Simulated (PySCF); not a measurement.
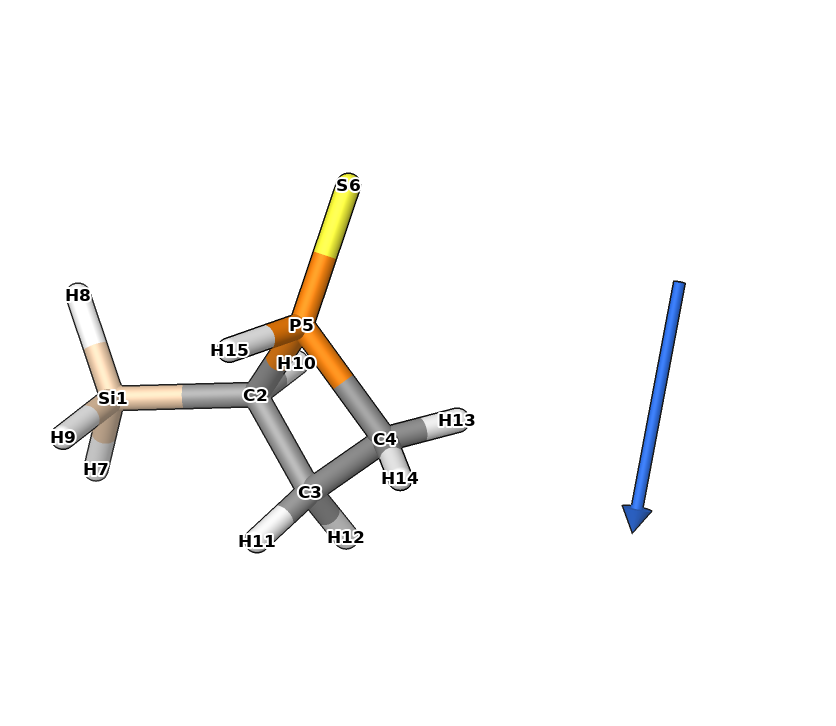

The arrow beside the molecule shows the direction of the dipole moment, from the negative to the positive end (its length means nothing). The computed structure is the end point of a GFN2-xTB optimisation. No frequency run is at hand to confirm it as a minimum. Properties computed with CAM-B3LYP/def2-SVPD, gas phase (PySCF 2.14.0).

> Estimate the dipole moment.

4.54 D; it points from the side of S6 to the side of H7, H11, H12 (the outermost atoms at the two ends).

The geometry is semi-empirical. Around P, Si such bond lengths and angles can be off by a tenth of an ångström or more and by several degrees, and values that hang on the shape move with them.
